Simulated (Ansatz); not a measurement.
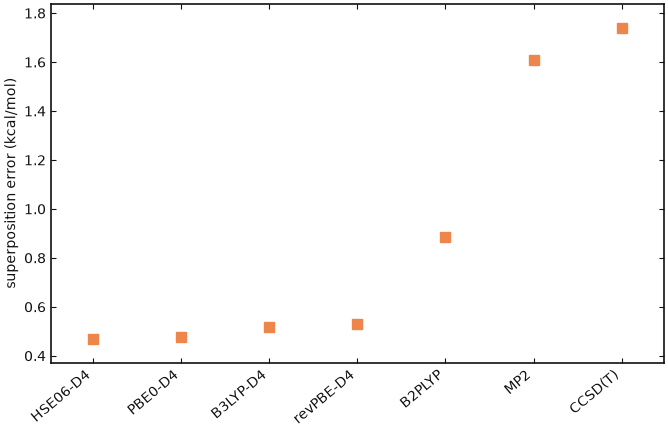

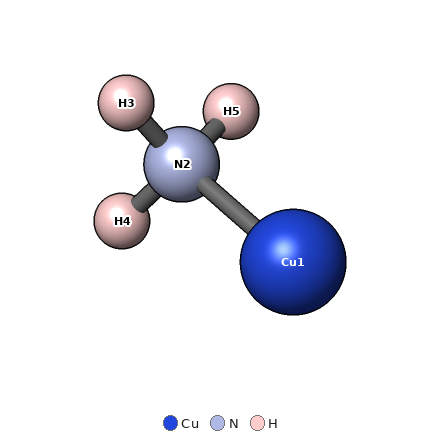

Basis-set superposition error of the pair Cu⁺ and H₃N at one optimised PBE0-D4 geometry, drawn, with the closest contact Cu1···N2 1.94 Å (H···H pairs aside; other arrangements can bind more strongly; the cost of deforming the partners isn't counted), def2-TZVPPD, the Ansatz code; cores frozen in correlated methods. Choice of cores on heavy atoms: 3s 3p of Cu and Zn frozen.

What range do the values span?

Answer. From 0.47 kcal/mol (HSE06-D4) to 1.74 kcal/mol (CCSD(T)).

Give the values.

Answer.
| level | kcal/mol |
| --- | --- |
| HSE06-D4 | 0.47 |
| PBE0-D4 | 0.48 |
| B3LYP-D4 | 0.52 |
| revPBE-D4 | 0.53 |
| B2PLYP | 0.89 |
| MP2 | 1.61 |
| CCSD(T) | 1.74 |
